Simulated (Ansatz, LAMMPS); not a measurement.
# Local environments in glassy 68SiO2-14MgO-11ZnO-7BaO (mol %) (75 atoms)

Density of this cell: 3.15 g/cm³. The cell holds 75 atoms: 19 Si, 4 Mg, 3 Zn, 2 Ba and 47 O. Cell: a = 9.925 Å, b = 9.925 Å, c = 9.925 Å, α = 90.0°, β = 90.0°, γ = 90.0°. The starting structure: 75 atoms (19 Si, 4 Mg, 3 Zn, 2 Ba, 47 O) placed at random at 3.15 g/cm³, melted at 4000 K for 10 ps at fixed volume with the Morse and Coulomb pair potential with partial charges (Pedone, Malavasi, Menziani, Cormack and Segre, J. Phys. Chem. B 110, 11780 (2006)). Quenched from 4000 K to 300 K at 25 K/ps and fixed volume, held 5 ps, then minimised at fixed cell.

Computed with Ansatz 0.2.0: Kohn-Sham DFT, PBE, PAW (set soft_2), plane waves; cutoff 420 eV, Γ point, fixed occupations. Geometry: the relaxed geometry.

The whole cell was solved; only parts of it are printed.

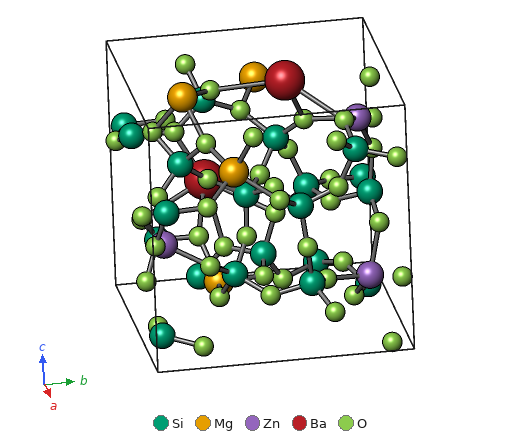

The whole cell (silicon teal, magnesium orange, zinc purple, barium red, oxygen green). Bonds to atoms that aren't drawn are left out. Some periodic images of atoms are drawn too.

The surroundings of Ba27, one of the 2 Ba atoms, nearest first, numbered as they follow in the input and with coordinates relative to it.

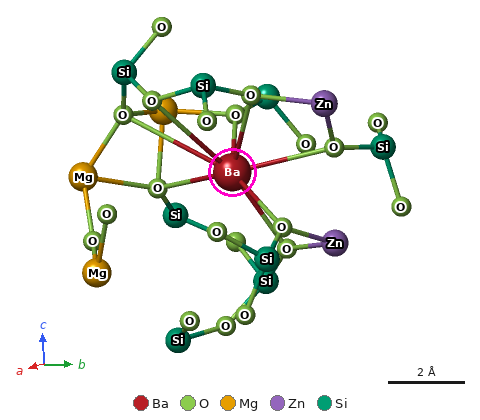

The atoms of the table, within 4.8 Å (arrows a, b, c point along x, y, z); some may hide others; the central atom is ringed.

```csv
atom,x,y,z,distance (Å),bonds,Löwdin charge (e)
Ba27,0.00,0.00,0.00,0.00,6,1.82
O59,-2.12,-0.79,1.29,2.60,3,-1.03
O47,-1.39,0.88,-2.16,2.72,3,-0.96
O75,1.21,1.15,2.18,2.74,3,-1.00
O50,-1.02,2.51,0.57,2.76,3,-1.00
O62,1.43,2.02,-1.29,2.79,3,-0.99
O36,-1.23,-2.71,-0.59,3.03,4,-1.02
O56,0.40,-2.90,1.53,3.30,3,-1.08
Mg20,-1.55,-2.61,1.44,3.36,4,1.64
Zn26,-0.24,2.78,-1.87,3.36,4,1.49
O51,2.31,-1.21,2.12,3.37,2,-0.82
Zn24,0.48,2.92,1.90,3.52,4,1.49
Si1,2.56,0.37,2.57,3.64,4,1.69
Si4,-2.20,-0.11,-3.12,3.82,4,1.66
Si11,1.35,-2.42,2.76,3.91,4,1.65
O40,-3.05,-1.31,-2.18,3.97,3,-0.85
Si17,-3.66,-0.54,1.61,4.04,4,1.67
O33,1.57,-3.37,-1.69,4.09,3,-1.09
Mg23,0.54,-4.05,-0.11,4.09,5,1.63
Si14,-2.59,-2.81,-1.45,4.09,4,1.68
O38,1.32,-0.78,-3.81,4.11,2,-0.82
Si3,-2.45,3.28,0.44,4.11,4,1.70
Si9,2.89,2.19,-1.97,4.13,4,1.71
O42,0.31,-1.75,3.86,4.25,2,-0.80
O29,-4.27,0.27,0.29,4.29,3,-0.86
O69,3.83,1.02,1.77,4.34,2,-0.80
O39,4.06,1.30,-1.13,4.41,3,-0.88
O58,3.95,-1.89,-0.71,4.44,3,-1.06
O68,-1.32,-0.91,-4.22,4.51,2,-0.79
O45,-2.61,3.68,-1.15,4.65,2,-0.80
O48,-3.82,2.55,0.93,4.68,2,-0.80
O44,2.81,1.48,-3.46,4.70,2,-0.79
Mg21,3.18,-2.59,-2.35,4.72,4,1.63
Si5,0.09,-1.67,-4.46,4.76,4,1.76
```

The column of bonds counts only the pairs O-Si within 2.12 Å, O-Mg within 2.52 Å, O-Zn within 2.38 Å, O-Ba within 3.29 Å; other neighbours, such as metal atoms beside each other in a compound, aren't counted, and periodic images can show an atom twice.

A closer look about O33, whose charge lies farthest from its element's mean: 46 atoms, nearest first, numbered in the order of the input, with positions taken from that point.

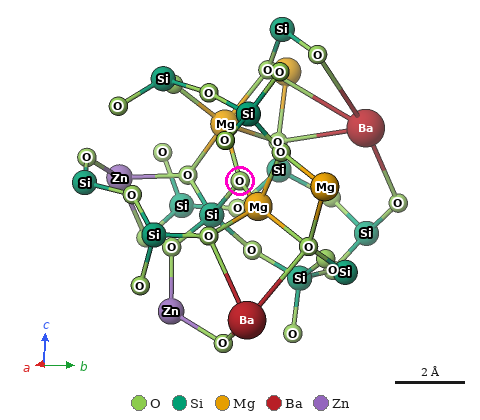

The atoms of the table, within 5.2 Å (arrows a, b, c point along x, y, z); some may hide others; the central atom is ringed.

```csv
atom,x,y,z,distance (Å),bonds,Löwdin charge (e)
O33,0.00,0.00,0.00,0.00,3,-1.09
Si7,-0.88,-0.89,-1.07,1.65,4,1.59
Mg21,1.60,0.78,-0.66,1.90,4,1.63
Mg23,-1.03,-0.68,1.58,2.01,5,1.63
O49,-1.78,-1.78,0.01,2.52,3,-1.01
O73,-1.61,0.25,-2.04,2.61,2,-0.80
O30,-0.15,-1.91,-2.05,2.81,2,-0.97
O58,2.38,1.48,0.98,2.97,3,-1.06
O36,-2.81,0.66,1.11,3.09,4,-1.02
O72,2.76,-0.45,-1.56,3.20,3,-1.04
O38,-0.25,2.59,-2.12,3.35,2,-0.82
O31,-0.07,-2.11,2.68,3.41,3,-1.01
O56,-1.17,0.47,3.22,3.46,3,-1.08
O32,1.92,-2.87,-0.52,3.49,2,-0.78
O61,2.30,-0.74,2.57,3.53,2,-0.78
Si5,-1.48,1.70,-2.77,3.57,4,1.76
O60,2.29,2.42,-1.71,3.74,4,-1.07
Si18,3.16,0.56,2.05,3.81,4,1.70
Si15,2.79,-2.05,-1.62,3.82,4,1.71
Si19,1.54,-2.20,2.87,3.94,4,1.70
Ba27,-1.57,3.37,1.69,4.09,6,1.82
Zn26,-1.82,-3.78,-0.18,4.19,4,1.49
Si14,-4.16,0.56,0.24,4.21,4,1.68
O70,-4.13,-0.59,-0.94,4.27,2,-0.77
Zn25,0.11,-1.79,-3.90,4.29,4,1.50
Si13,1.17,3.38,-2.43,4.32,4,1.69
O51,0.74,2.16,3.82,4.45,2,-0.82
Mg22,3.39,2.94,0.09,4.49,5,1.64
Mg20,-3.12,0.76,3.13,4.49,4,1.64
O71,2.23,-3.38,2.02,4.52,2,-0.79
O62,-0.14,-4.54,0.41,4.56,3,-0.99
Si11,-0.22,0.95,4.45,4.56,4,1.65
O68,-2.89,2.46,-2.53,4.56,2,-0.79
O55,2.25,-2.44,-3.14,4.57,3,-0.82
Si9,1.32,-4.36,-0.28,4.57,4,1.71
O35,-3.02,-3.07,-1.91,4.71,3,-0.81
O65,4.57,0.12,1.30,4.75,2,-0.81
O54,0.73,-0.13,-4.71,4.77,3,-0.98
Si10,-4.16,-2.23,-0.96,4.82,4,1.73
O42,-1.26,1.62,-4.37,4.83,2,-0.80
O40,-4.62,2.07,-0.49,5.08,3,-0.85
O45,-4.19,-2.88,0.55,5.11,2,-0.80
O63,3.66,1.48,3.35,5.18,3,-0.83
Si4,-3.78,3.26,-1.43,5.19,4,1.66
Ba28,3.31,0.88,-3.91,5.20,8,1.85
O47,-2.96,4.25,-0.47,5.21,3,-0.96
```

The column of bonds counts only the pairs O-Si within 2.12 Å, O-Mg within 2.52 Å, O-Zn within 2.38 Å, O-Ba within 3.29 Å; other neighbours, such as metal atoms beside each other in a compound, aren't counted, and periodic images can show an atom twice.

A closer look about O69, picked at random: 46 atoms, nearest first, numbered in the order of the input, with positions taken from that point.

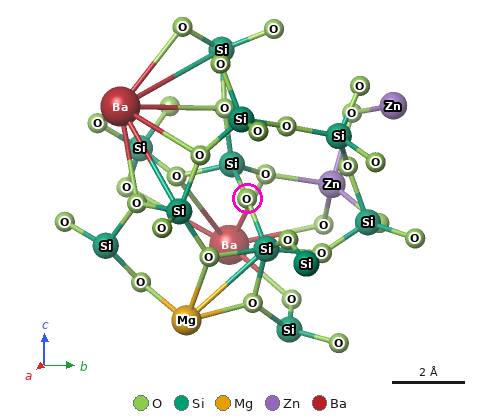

The atoms of the table, within 5.2 Å (arrows a, b, c point along x, y, z); some may hide others; the central atom is ringed.

| atom | x | y | z | distance (Å) | bonds | Löwdin charge (e) |
| --- | --- | --- | --- | --- | --- | --- |
| O69 | 0.00 | 0.00 | 0.00 | 0.00 | 2 | -0.80 |
| Si1 | -1.28 | -0.64 | 0.79 | 1.64 | 4 | 1.69 |
| Si6 | 0.83 | 0.71 | -1.29 | 1.69 | 5 | 1.69 |
| O29 | 1.82 | -0.75 | -1.48 | 2.46 | 3 | -0.86 |
| O71 | -0.03 | 2.16 | -1.44 | 2.60 | 2 | -0.79 |
| O75 | -2.63 | 0.13 | 0.40 | 2.66 | 3 | -1.00 |
| O41 | -0.85 | -0.83 | 2.41 | 2.69 | 3 | -0.81 |
| O51 | -1.52 | -2.23 | 0.35 | 2.72 | 2 | -0.82 |
| O48 | 2.28 | 1.53 | -0.84 | 2.87 | 2 | -0.80 |
| Si17 | 2.43 | -1.56 | -0.17 | 2.89 | 4 | 1.67 |
| O39 | 0.23 | 0.29 | -2.91 | 2.93 | 3 | -0.88 |
| O52 | 2.35 | -1.02 | 1.43 | 2.94 | 3 | -0.80 |
| O67 | -0.57 | 2.74 | 0.97 | 2.96 | 2 | -0.81 |
| O66 | 1.53 | 1.27 | 2.26 | 3.01 | 2 | -0.77 |
| O63 | 1.40 | -2.90 | -0.12 | 3.23 | 3 | -0.83 |
| Si2 | 0.73 | 2.64 | 1.96 | 3.37 | 4 | 1.74 |
| Si19 | -0.72 | 3.33 | -0.59 | 3.46 | 4 | 1.70 |
| Si12 | 2.69 | 0.16 | 2.53 | 3.70 | 4 | 1.77 |
| O58 | 0.12 | -2.91 | -2.49 | 3.83 | 3 | -1.06 |
| Mg22 | 1.13 | -1.45 | -3.38 | 3.84 | 5 | 1.64 |
| Zn24 | -3.35 | 1.90 | 0.12 | 3.86 | 4 | 1.49 |
| O62 | -2.40 | 1.00 | -3.06 | 4.02 | 3 | -0.99 |
| Si9 | -0.94 | 1.17 | -3.74 | 4.03 | 4 | 1.71 |
| Si18 | 0.90 | -3.83 | -1.41 | 4.18 | 4 | 1.70 |
| O31 | -2.33 | 3.43 | -0.79 | 4.22 | 3 | -1.01 |
| Si13 | -1.09 | -1.01 | 4.03 | 4.30 | 4 | 1.69 |
| Ba27 | -3.83 | -1.02 | -1.77 | 4.34 | 6 | 1.82 |
| Si11 | -2.48 | -3.43 | 0.98 | 4.35 | 4 | 1.65 |
| O59 | 3.97 | -1.80 | -0.48 | 4.39 | 3 | -1.03 |
| O46 | 1.67 | 3.85 | 1.39 | 4.42 | 3 | -0.83 |
| Ba28 | 1.05 | -3.51 | 2.55 | 4.46 | 8 | 1.85 |
| Si3 | 3.65 | 2.26 | -1.33 | 4.49 | 4 | 1.70 |
| O55 | -0.01 | 3.10 | 3.32 | 4.54 | 3 | -0.82 |
| O32 | -0.34 | 2.67 | -3.99 | 4.81 | 2 | -0.78 |
| O53 | -3.60 | 2.38 | 2.13 | 4.82 | 3 | -0.96 |
| O44 | -1.02 | 0.47 | 4.69 | 4.82 | 2 | -0.79 |
| O61 | 0.04 | 4.80 | -0.89 | 4.88 | 2 | -0.78 |
| O57 | 4.17 | 0.86 | 2.39 | 4.88 | 2 | -0.78 |
| O64 | 2.65 | -0.49 | 4.07 | 4.88 | 2 | -0.80 |
| O42 | -3.53 | -2.77 | 2.09 | 4.95 | 2 | -0.80 |
| Zn25 | -2.15 | 3.75 | 2.56 | 5.02 | 4 | 1.50 |
| O54 | -1.53 | -4.51 | 1.74 | 5.08 | 3 | -0.98 |
| O60 | 0.03 | -1.97 | 4.75 | 5.15 | 4 | -1.07 |
| O61 | 0.04 | -5.13 | -0.89 | 5.21 | 2 | -0.78 |
| O50 | -4.85 | 1.49 | -1.20 | 5.21 | 3 | -1.00 |
| O56 | -3.43 | -3.92 | -0.24 | 5.21 | 3 | -1.08 |

The column of bonds counts only the pairs O-Si within 2.12 Å, O-Mg within 2.52 Å, O-Zn within 2.38 Å, O-Ba within 3.29 Å; other neighbours, such as metal atoms beside each other in a compound, aren't counted, and periodic images can show an atom twice.

Length of the force by element:

| element | coordination | atoms | mean length of the force (eV/Å) | spread | least | most |
| --- | --- | --- | --- | --- | --- | --- |
| Ba | all | 2 | 0.0294 | 0.0204 | 0.009 | 0.0497 |
| Mg | all | 4 | 0.0231 | 0.0118 | 0.0073 | 0.0396 |
| O | all | 47 | 0.025 | 0.0136 | 8.0e-4 | 0.0662 |
| Si | all | 19 | 0.0389 | 0.0147 | 0.0203 | 0.0743 |
| Zn | all | 3 | 0.0254 | 0.0037 | 0.0202 | 0.0281 |

Löwdin charges by element (they lack the spilled electrons, 0.072 e an atom on average):

| element | coordination | atoms | mean charge (e) | spread | least | most |
| --- | --- | --- | --- | --- | --- | --- |
| Ba | all | 2 | 1.84 | 0.0126 | 1.82 | 1.85 |
| Mg | all | 4 | 1.63 | 0.004 | 1.63 | 1.64 |
| O | all | 47 | -0.883 | 0.105 | -1.09 | -0.773 |
| Si | all | 19 | 1.70 | 0.0388 | 1.59 | 1.77 |
| Zn | all | 3 | 1.49 | 0.0027 | 1.49 | 1.50 |

The quench rate of 25 K/ps is many orders above laboratory rates, so the cell is likely richer in defects and strain than a real sample. The network of bonds at the start is that of the classical potential that made the cell, and needn't be the one that DFT or experiment would give. Only the Γ point is sampled, in a cell whose shortest periodic width is 10 Å. The Löwdin charges lack the electrons that the projection spills, 0.072 e an atom on average.

[Logs are printed without paths, hosts, clocks, repeated set-up lines and the standing remarks that a program may print on its own settings, such as how far it seeks lower states.]

[Hosts, paths, dates, database ids (printed as entryN), source tags and the programs' standing remarks are cut or masked in the printed files.]
